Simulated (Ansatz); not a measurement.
## C$_{3}$H$_{7}$FOSn: molecular dynamics

C$_{3}$H$_{7}$FOSn, computed with RKS revPBE/def2-SVP (Ansatz 0.2.0).

The geometry comes from this level: PBE0-D4/def2-TZVP. Figures and captions count atoms from 1; the log counts them from 0 in places.

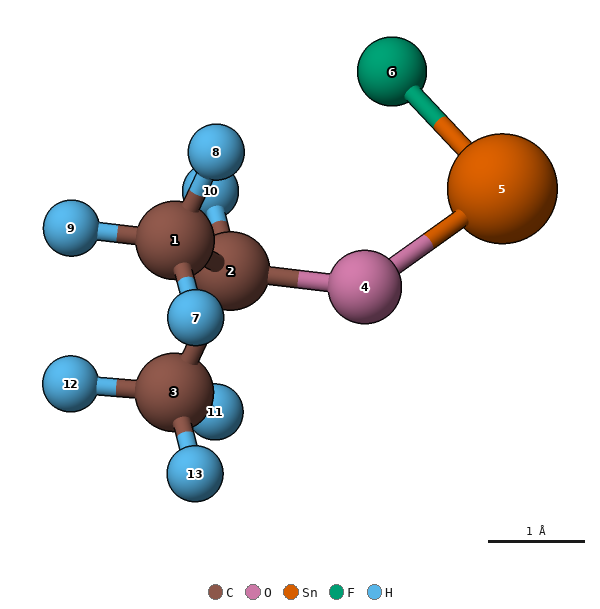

Figure 1. The starting structure (ball-and-stick view, seen at a tilt; atoms are numbered from 1 in the order of the input). Sticks mark near contacts. Bond lengths as drawn: C–C 1.52 Å, C–H 1.09 to 1.10 Å, C–O 1.42 Å, F–Sn 1.95 Å and O–Sn 1.96 Å.

**The input**
```yaml
crystal:
  periodic: [false, false, false]
  atoms:
    - {symbol: C, position_ang: [-1.433926, -0.380986, 0.060347]}
    - {symbol: C, position_ang: [0.029733, -0.013016, -0.085595]}
    - {symbol: C, position_ang: [0.915452, -0.829832, 0.834885]}
    - {symbol: O, position_ang: [0.187778, 1.361216, 0.232205]}
    - {symbol: Sn, position_ang: [0.835128, 2.815072, -0.907032]}
    - {symbol: F, position_ang: [1.142273, 1.724761, -2.497494]}
    - {symbol: H, position_ang: [-1.770428, -0.192045, 1.082957]}
    - {symbol: H, position_ang: [-2.049605, 0.212427, -0.619043]}
    - {symbol: H, position_ang: [-1.592662, -1.437736, -0.168964]}
    - {symbol: H, position_ang: [0.338155, -0.190019, -1.123987]}
    - {symbol: H, position_ang: [1.964224, -0.554642, 0.704015]}
    - {symbol: H, position_ang: [0.813061, -1.897404, 0.624426]}
    - {symbol: H, position_ang: [0.641218, -0.652496, 1.877979]}
basis:
  gaussian: {orbitals: def2-SVP}
hamiltonian: {xc: {name: revPBE}}
md: {timestep: 1 fs, n_steps: 30, ensemble: nvt_langevin, temperature: 500, initial_velocities: maxwell_boltzmann, friction: 0.01, seed: 791}
```

Machine: 4 threads of Arm Neoverse V1, 23 GiB of memory available, shared host.

Launched with:
```bash
ansatz run in.yaml --threads 4 --pin off --events-out ev --progress --plain --max-ram 11315MiB
```

**What the program printed**
```
Functional definition: revPBE
  name "revPBE"
  cite "Zhang & Yang, Phys. Rev. Lett. 80, 890 (1998) doi:10.1103/PhysRevLett.80.890"
  cite "Perdew, Burke & Ernzerhof, Phys. Rev. Lett. 77, 3865 (1996) doi:10.1103/PhysRevLett.77.3865"
  parameter kappa = 1.245
  parameter beta = 0.06672455060314922
  exchange = pbe_x(kappa = kappa, mu = beta*pi^2/3)
  correlation = pbe_c(beta = beta)
1462 factors; their error is unknown
mean field evaluation 1: about -13799.2685 eV, gradient 8.3e1 eV
mean field evaluation 2: about -13669.7954 eV, gradient 2.3e2 eV
mean field evaluation 4: about -13813.9646 eV, gradient 2.3e1 eV
mean field evaluation 8: about -13814.9856 eV, gradient 4.0e-1 eV
mean field evaluation 16: about -13814.9240 eV, gradient 2.5e-4 eV
mean field -13814.92399113 eV, -507.6890925821 hartree, gradient 2.3e-5 eV, S^2 0.000000; 0 other end points of the search recorded, 0 dependent functions left out
the calculation of the forces begins
reference -13814.92404068 eV, -507.6890944032 hartree; 32, 32 occupied and 99, 99 virtual orbitals, 1462 factors
md step     0: t =     0.00 fs  T =   461.5 K  F+E_penalty+E_count = -13814.92399113 eV  E_kin = 0.775560 eV  (30 SCF iters)
these checks for a lower state are left out or cut short: starts, cluster_reference, orbital_swaps, neighbouring_geometries, increment
1462 factors; their error is unknown
mean field -13814.84576413 eV, -507.6862177931 hartree, gradient 8.4e-6 eV, S^2 0.000000; 0 other end points of the search recorded, 0 dependent functions left out
the calculation of the forces begins
reference -13814.84581360 eV, -507.6862196112 hartree; 32, 32 occupied and 99, 99 virtual orbitals, 1462 factors
md step     1: t =     1.00 fs  T =   424.0 K  F+E_penalty+E_count = -13814.84576413 eV  E_kin = 0.712442 eV  (33 SCF iters)
[... from here on the SCF iterations and repeated set-up lines of each step are left out, up to the last step ...]
md step     2: t =     2.00 fs  T =   328.6 K  F+E_penalty+E_count = -13814.68104992 eV  E_kin = 0.552118 eV  (33 SCF iters)
md step     3: t =     3.00 fs  T =   269.2 K  F+E_penalty+E_count = -13814.54646683 eV  E_kin = 0.452306 eV  (33 SCF iters)
md step     4: t =     4.00 fs  T =   243.9 K  F+E_penalty+E_count = -13814.48176734 eV  E_kin = 0.409854 eV  (33 SCF iters)
md step     5: t =     5.00 fs  T =   258.0 K  F+E_penalty+E_count = -13814.46495222 eV  E_kin = 0.433462 eV  (34 SCF iters)
md step     6: t =     6.00 fs  T =   244.3 K  F+E_penalty+E_count = -13814.46343935 eV  E_kin = 0.410561 eV  (33 SCF iters)
md step     7: t =     7.00 fs  T =   230.1 K  F+E_penalty+E_count = -13814.44716583 eV  E_kin = 0.386732 eV  (33 SCF iters)
md step     8: t =     8.00 fs  T =   249.9 K  F+E_penalty+E_count = -13814.43364633 eV  E_kin = 0.419887 eV  (33 SCF iters)
md step     9: t =     9.00 fs  T =   323.3 K  F+E_penalty+E_count = -13814.51168501 eV  E_kin = 0.543208 eV  (33 SCF iters)
md step    10: t =    10.00 fs  T =   416.2 K  F+E_penalty+E_count = -13814.68068859 eV  E_kin = 0.699367 eV  (33 SCF iters)
md step    11: t =    11.00 fs  T =   461.1 K  F+E_penalty+E_count = -13814.77780323 eV  E_kin = 0.774900 eV  (33 SCF iters)
md step    12: t =    12.00 fs  T =   438.1 K  F+E_penalty+E_count = -13814.73667434 eV  E_kin = 0.736115 eV  (34 SCF iters)
md step    13: t =    13.00 fs  T =   379.2 K  F+E_penalty+E_count = -13814.67172614 eV  E_kin = 0.637123 eV  (33 SCF iters)
md step    14: t =    14.00 fs  T =   375.7 K  F+E_penalty+E_count = -13814.63616361 eV  E_kin = 0.631332 eV  (33 SCF iters)
md step    15: t =    15.00 fs  T =   354.9 K  F+E_penalty+E_count = -13814.60772907 eV  E_kin = 0.596428 eV  (33 SCF iters)
md step    16: t =    16.00 fs  T =   333.8 K  F+E_penalty+E_count = -13814.58788428 eV  E_kin = 0.560875 eV  (34 SCF iters)
md step    17: t =    17.00 fs  T =   329.1 K  F+E_penalty+E_count = -13814.58084329 eV  E_kin = 0.553078 eV  (34 SCF iters)
md step    18: t =    18.00 fs  T =   338.3 K  F+E_penalty+E_count = -13814.56422859 eV  E_kin = 0.568434 eV  (32 SCF iters)
md step    19: t =    19.00 fs  T =   297.7 K  F+E_penalty+E_count = -13814.54068435 eV  E_kin = 0.500240 eV  (33 SCF iters)
md step    20: t =    20.00 fs  T =   301.9 K  F+E_penalty+E_count = -13814.56916885 eV  E_kin = 0.507323 eV  (33 SCF iters)
md step    21: t =    21.00 fs  T =   334.9 K  F+E_penalty+E_count = -13814.65208069 eV  E_kin = 0.562758 eV  (34 SCF iters)
md step    22: t =    22.00 fs  T =   322.4 K  F+E_penalty+E_count = -13814.71406972 eV  E_kin = 0.541709 eV  (33 SCF iters)
md step    23: t =    23.00 fs  T =   364.8 K  F+E_penalty+E_count = -13814.73766795 eV  E_kin = 0.613033 eV  (33 SCF iters)
md step    24: t =    24.00 fs  T =   357.9 K  F+E_penalty+E_count = -13814.73936135 eV  E_kin = 0.601437 eV  (33 SCF iters)
md step    25: t =    25.00 fs  T =   344.3 K  F+E_penalty+E_count = -13814.72354588 eV  E_kin = 0.578552 eV  (34 SCF iters)
md step    26: t =    26.00 fs  T =   309.1 K  F+E_penalty+E_count = -13814.68677200 eV  E_kin = 0.519353 eV  (34 SCF iters)
md step    27: t =    27.00 fs  T =   283.0 K  F+E_penalty+E_count = -13814.64094255 eV  E_kin = 0.475629 eV  (33 SCF iters)
md step    28: t =    28.00 fs  T =   284.3 K  F+E_penalty+E_count = -13814.60658520 eV  E_kin = 0.477700 eV  (34 SCF iters)
md step    29: t =    29.00 fs  T =   272.1 K  F+E_penalty+E_count = -13814.59083184 eV  E_kin = 0.457225 eV  (34 SCF iters)
these checks for a lower state are left out or cut short: starts, cluster_reference, orbital_swaps, neighbouring_geometries, increment
1462 factors; their error is unknown
mean field -13814.57023722 eV, -507.6760923658 hartree, gradient 1.3e-5 eV, S^2 0.000000; 0 other end points of the search recorded, 0 dependent functions left out
the calculation of the forces begins
reference -13814.57028644 eV, -507.6760941745 hartree; 32, 32 occupied and 99, 99 virtual orbitals, 1462 factors
1462 factors; their error is unknown
mean field evaluation 256: about -13667.1110 eV, gradient 2.2e2 eV
mean field -13814.57023722 eV, -507.6760923658 hartree, gradient 2.0e-5 eV, S^2 0.000000; 1 other end points of the search recorded, 0 dependent functions left out
the calculation of the forces begins
reference -13814.57028644 eV, -507.6760941745 hartree; 32, 32 occupied and 99, 99 virtual orbitals, 1462 factors
md step    30: t =    30.00 fs  T =   248.7 K  F+E_penalty+E_count = -13814.57023722 eV  E_kin = 0.417930 eV  (33 SCF iters)
```

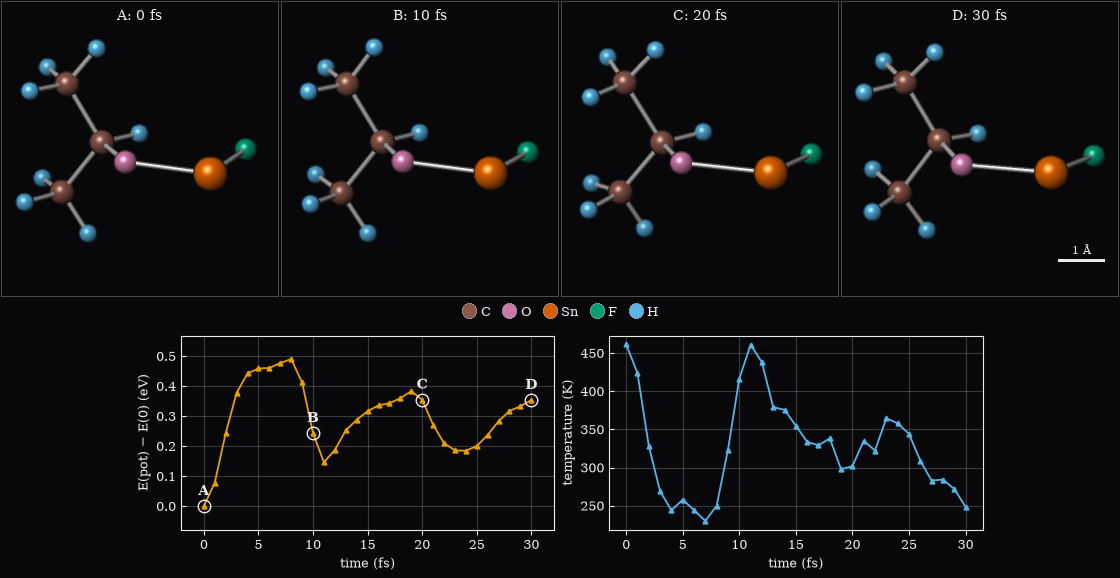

Figure 2. Frames of the molecular dynamics (ball-and-stick, seen at a tilt) above the curves, on which the letters mark them. The trajectory kept here has 31 frames over 30 fs. The temperature starts at 462 K, ranges from 230 to 462 K and averages 317 K over the second half. The potential energy ends 0.354 eV above its first value. After an unweighted best fit of the last frame on the first, the root-mean-square displacement is 0.16 Å, and H13 has moved furthest (0.31 Å).

```
Total energy: -13814.57028644 eV, -507.6760941745 hartree
Atom 0 at    -1.525291    -0.317199     0.156255 Å, force    -0.177912    -0.351542     1.623835 eV/Å
Atom 1 at    -0.054933    -0.075366    -0.097188 Å, force     1.861249     0.987064     0.892893 eV/Å
Atom 2 at     0.912032    -0.992299     0.729218 Å, force    -2.086337     2.367423     1.494645 eV/Å
Atom 3 at     0.252270     1.341136     0.354853 Å, force    -0.377245    -1.134419    -0.992303 eV/Å
Atom 4 at     0.846295     2.848246    -0.884397 Å, force     0.255725    -0.506343    -0.798495 eV/Å
Atom 5 at     1.234251     1.814723    -2.643393 Å, force    -0.302257     0.436448     1.054518 eV/Å
Atom 6 at    -1.746461    -0.227732     1.276216 Å, force     0.268208     0.093571    -0.884559 eV/Å
Atom 7 at    -2.085845     0.485823    -0.335741 Å, force    -0.535930    -0.094862    -0.360496 eV/Å
Atom 8 at    -1.854925    -1.358096    -0.089939 Å, force     0.015943     0.436036    -0.414754 eV/Å
Atom 9 at     0.235313    -0.210229    -1.165210 Å, force    -0.325354     0.291273    -0.079619 eV/Å
Atom 10 at     1.926632    -0.866727     0.426562 Å, force     1.313558    -0.313816    -0.804319 eV/Å
Atom 11 at     0.460459    -1.971498     0.638846 Å, force     0.380776    -1.129286     0.351633 eV/Å
Atom 12 at     0.907681    -0.539084     1.800539 Å, force    -0.290423    -1.081548    -1.082979 eV/Å
Dipole moment:    -0.105255     0.210801     0.239631 e Å
```

**Trajectory as extended XYZ (Å, eV, eV/Å), 8 of the 31 frames kept, from step=0 to step=30**
```
13
Properties=species:S:1:pos:R:3:forces:R:3 step=0 time_fs=0.0 energy=-13814.92399 temperature=461.5
C    -1.4339   -0.3810    0.0603   -0.0042  -0.0260  -0.0448
C     0.0297   -0.0130   -0.0856   -0.0395  -0.0837   0.0733
C     0.9155   -0.8298    0.8349    0.0201  -0.0307  -0.0372
O     0.1878    1.3612    0.2322   -0.3694  -0.3741   0.9178
Sn    0.8351    2.8151   -0.9070    0.3179   1.7253   0.0355
F     1.1423    1.7248   -2.4975    0.1709  -0.5949  -0.8765
H    -1.7704   -0.1920    1.0830   -0.2141   0.0931   0.5146
H    -2.0496    0.2124   -0.6190   -0.3498   0.2950  -0.3414
H    -1.5927   -1.4377   -0.1690   -0.1239  -0.5392  -0.1173
H     0.3382   -0.1900   -1.1240    0.1611  -0.0995  -0.5482
H     1.9642   -0.5546    0.7040    0.5559   0.1219  -0.0429
H     0.8131   -1.8974    0.6244   -0.0194  -0.5597  -0.0825
H     0.6412   -0.6525    1.8780   -0.1055   0.0725   0.5496
13
Properties=species:S:1:pos:R:3:forces:R:3 step=4 time_fs=4.0 energy=-13814.48177 temperature=243.9
C    -1.4255   -0.3540    0.0769   -1.8908  -0.1858  -0.1767
C     0.0086   -0.0228   -0.0897    1.5673   0.2379  -0.1568
C     0.9291   -0.8450    0.8337   -0.0949  -0.5339  -0.6602
O     0.1878    1.3469    0.2452   -0.1562  -0.0902   0.4889
Sn    0.8368    2.8121   -0.9107    0.1147   1.8141   0.7322
F     1.1469    1.7572   -2.4940    0.2579  -0.9282  -1.3486
H    -1.7964   -0.1736    1.1042    0.2371   0.0713   0.2690
H    -2.1029    0.2988   -0.5653    0.5687  -0.7710   0.1540
H    -1.5666   -1.4413   -0.1034   -0.3712   0.1168  -0.3155
H     0.3583   -0.2362   -1.1279   -0.2716   0.1959  -0.1729
H     2.0202   -0.4549    0.7221   -1.2365  -1.2464  -0.2268
H     0.6281   -1.9823    0.5913    1.3815   1.9467   0.8966
H     0.6529   -0.4929    1.8414   -0.1059  -0.6272   0.5168
13
Properties=species:S:1:pos:R:3:forces:R:3 step=9 time_fs=9.0 energy=-13814.51168 temperature=323.3
C    -1.4473   -0.3255    0.0929   -0.3609  -1.4913   1.4005
C     0.0169   -0.0244   -0.1065    0.5038  -0.1383   0.3762
C     0.9427   -0.8724    0.8105   -2.1010   3.9228   1.6608
O     0.1800    1.3259    0.2662    0.3632   0.7409  -0.0559
Sn    0.8378    2.8146   -0.9143   -0.1346   1.5606   1.3501
F     1.1606    1.7887   -2.5011    0.2981  -1.0908  -1.5545
H    -1.7787   -0.1724    1.1608    0.4322   0.0957  -0.3803
H    -2.1169    0.2829   -0.4957   -0.4391   0.4469  -0.8431
H    -1.6201   -1.4091   -0.0816   -0.2949   0.0328  -0.3205
H     0.3223   -0.2288   -1.1584   -0.1270   0.2028  -0.1846
H     1.9509   -0.5665    0.6725    1.6454  -0.3008  -0.5504
H     0.6206   -1.8464    0.7077   -0.0157  -3.1374  -0.1005
H     0.6875   -0.4604    1.8560    0.2305  -0.8440  -0.7977
13
Properties=species:S:1:pos:R:3:forces:R:3 step=13 time_fs=13.0 energy=-13814.67173 temperature=379.2
C    -1.4657   -0.3207    0.1218   -0.1787   0.3620  -1.5661
C     0.0376   -0.0201   -0.1171   -1.3801  -0.7130   0.2037
C     0.9199   -0.8692    0.8022    1.4290  -2.0303  -1.8097
O     0.1823    1.3131    0.2859    0.6749   1.2869  -0.1397
Sn    0.8368    2.8213   -0.9141   -0.1813   1.0819   1.2523
F     1.1745    1.8033   -2.5217    0.2132  -0.8717  -1.1819
H    -1.7106   -0.1334    1.1551   -0.3164   0.2049   0.9704
H    -2.1549    0.2946   -0.5430    0.6948  -0.1384   0.5386
H    -1.7186   -1.3441   -0.1313   -0.1072  -0.9853  -0.0415
H     0.2489   -0.1612   -1.2016    0.2866  -0.1038   0.0393
H     2.0467   -0.7197    0.5452   -1.4517  -0.2734   0.4696
H     0.6747   -2.0079    0.8253    0.3853   1.3669  -0.5524
H     0.7241   -0.5802    1.8000   -0.0685   0.8133   1.8174
13
Properties=species:S:1:pos:R:3:forces:R:3 step=17 time_fs=17.0 energy=-13814.58084 temperature=329.1
C    -1.4914   -0.3197    0.1375    0.2672  -1.2147  -0.0045
C     0.0424   -0.0307   -0.1216   -2.0970  -0.3990  -0.0196
C     0.9047   -0.8839    0.7825    1.2034  -1.5516   1.5884
O     0.1932    1.3078    0.3030    0.6095   1.1155  -0.2833
Sn    0.8368    2.8299   -0.9093   -0.1004   0.4573   0.6951
F     1.1868    1.8118   -2.5583    0.0488  -0.4316  -0.4522
H    -1.6600   -0.0696    1.2372   -0.2481  -0.5081  -0.9591
H    -2.1290    0.3052   -0.4986   -0.0888   0.6953  -0.0671
H    -1.8393   -1.3743   -0.1919    0.6608   0.8893   0.8913
H     0.2393   -0.1072   -1.2271    0.2687  -0.3754   0.4382
H     1.9880   -0.8800    0.4702   -0.3475   0.5523   0.4258
H     0.7399   -2.0058    0.8589   -0.5711   0.6481  -0.6684
H     0.7716   -0.5951    1.9049    0.3946   0.1227  -1.5846
13
Properties=species:S:1:pos:R:3:forces:R:3 step=21 time_fs=21.0 energy=-13814.65208 temperature=334.9
C    -1.5148   -0.3314    0.1556    1.2460   1.0167  -0.7636
C     0.0163   -0.0429   -0.1255   -1.1438  -0.1702   0.7236
C     0.9013   -0.9113    0.7752    0.0884   0.5986  -0.1226
O     0.2110    1.3122    0.3212    0.2558   0.4626  -0.4838
Sn    0.8379    2.8371   -0.9009    0.0359  -0.0822   0.0354
F     1.2035    1.8104   -2.5960   -0.1211   0.0048   0.2880
H    -1.6353   -0.0749    1.2169   -0.4922  -0.3254   0.2790
H    -2.0817    0.3881   -0.4496   -0.2927   0.4475  -0.0307
H    -1.8996   -1.2971   -0.1717    0.1182  -0.8364   0.2765
H     0.2507   -0.0856   -1.2139    0.0731  -0.4623   0.1096
H     1.9226   -0.9482    0.4467    1.4456   0.7616  -0.3051
H     0.7428   -1.9628    0.7999   -1.2134  -1.6832  -0.1650
H     0.8565   -0.5693    1.8198    0.0001   0.2679   0.1587
13
Properties=species:S:1:pos:R:3:forces:R:3 step=26 time_fs=26.0 energy=-13814.68677 temperature=309.1
C    -1.5242   -0.3323    0.1570    0.1594   0.6920   0.4318
C    -0.0293   -0.0618   -0.1170    0.8403   0.4123   1.0883
C     0.9043   -0.9527    0.7540    1.1067  -0.6501  -0.9337
O     0.2299    1.3275    0.3396   -0.1792  -0.5185  -0.7874
Sn    0.8428    2.8453   -0.8891    0.1890  -0.4435  -0.5731
F     1.2242    1.8098   -2.6288   -0.2586   0.3434   0.8741
H    -1.6797   -0.1417    1.2698   -0.1104  -0.2828  -0.8792
H    -2.0535    0.4813   -0.4014   -0.2934  -0.5103   0.1933
H    -1.9019   -1.3529   -0.1260    0.2709   0.4920   0.0457
H     0.2582   -0.1393   -1.1854   -0.2407  -0.1195  -0.1434
H     2.0341   -0.9013    0.4155   -1.7897  -0.1322   0.2613
H     0.5458   -2.0555    0.6820    0.6108   1.3234   0.4710
H     0.9192   -0.5038    1.7773   -0.3050  -0.6060  -0.0487
13
Properties=species:S:1:pos:R:3:forces:R:3 step=30 time_fs=30.0 energy=-13814.57024 temperature=248.7
C    -1.5253   -0.3172    0.1563   -0.1779  -0.3515   1.6238
C    -0.0549   -0.0754   -0.0972    1.8612   0.9871   0.8929
C     0.9120   -0.9923    0.7292   -2.0863   2.3674   1.4946
O     0.2523    1.3411    0.3549   -0.3772  -1.1344  -0.9923
Sn    0.8463    2.8482   -0.8844    0.2557  -0.5063  -0.7985
F     1.2343    1.8147   -2.6434   -0.3023   0.4364   1.0545
H    -1.7465   -0.2277    1.2762    0.2682   0.0936  -0.8846
H    -2.0858    0.4858   -0.3357   -0.5359  -0.0949  -0.3605
H    -1.8549   -1.3581   -0.0899    0.0159   0.4360  -0.4148
H     0.2353   -0.2102   -1.1652   -0.3254   0.2913  -0.0796
H     1.9266   -0.8667    0.4266    1.3136  -0.3138  -0.8043
H     0.4605   -1.9715    0.6388    0.3808  -1.1293   0.3516
H     0.9077   -0.5391    1.8005   -0.2904  -1.0815  -1.0830
```

**Summary**

```tsv
quantity	value
outcome	finished
mean temperature over the second half	317 K
trajectory	30 steps, 30 fs
ensemble	nvt_langevin
temperature in the input	500 K
time step	1 fs
potential energy (last step)	−13814.5703 eV
SCF solution under orbital rotations (last step)	stable
largest force (length of the vector) (last step)	3.492 eV/Å
dipole moment (last step)	1.61 D
wall time	54 s (CPU time 3.4 min)
peak memory	0.69 GiB
```

**Remarks**

So short a trajectory is not equilibrated. The logged temperature at the start can lie below the typed one, since it is counted over all degrees of freedom. The temperature stays far from the 500 K of the thermostat over the second half: the run isn't equilibrated.
